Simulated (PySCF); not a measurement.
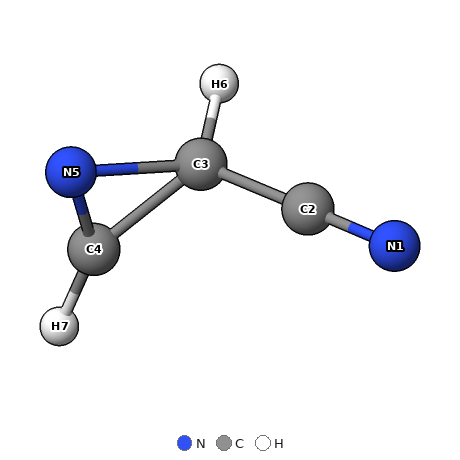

C₃H₂N₂, SMILES N#C[C@H]1C=N1. Simulated ¹H spectrum at 90 MHz, line width 0.6 Hz, from GIAO shifts (PBE0/pcSseg-1, against TMS) and couplings (B3LYP/pcJ-1), PySCF, at a GFN2-xTB geometry (no frequency check). Gas phase, values of one conformer, averaged over methyl-type rotors and exact or near symmetry; couplings among ¹H are treated exactly, other nuclei are left out. The upper panels enlarge each group of lines, each scaled alone.

### Give the shifts and couplings that make up the spectrum.

```
δ (ppm)  nuclei  atoms
  10.01       1     H7
   1.81       1     H6
```


```csv
pair,J (Hz)
H7–H6,−2.1
```

Not listed: couplings under 0.5 Hz, those between magnetically equivalent nuclei.

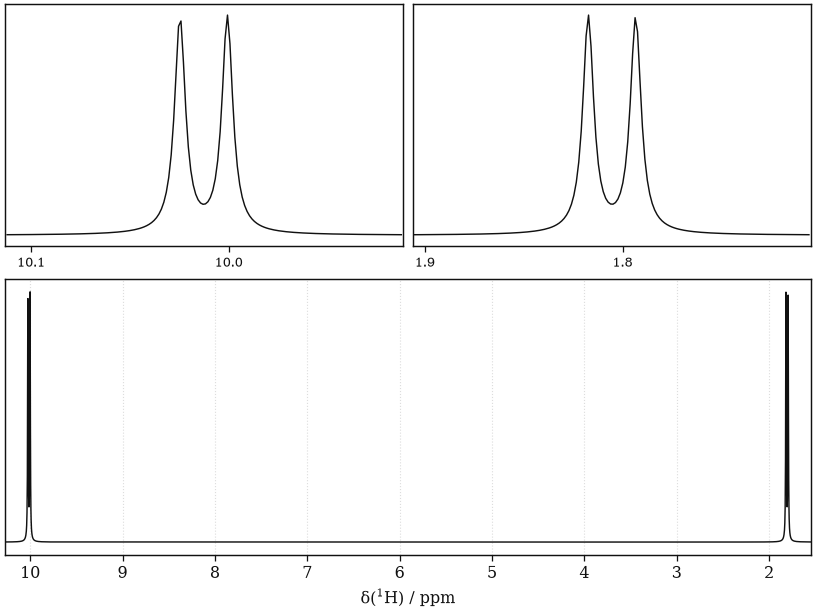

Limits of at least one run: the tight-binding geometry is rougher than a DFT one and adds to the error.
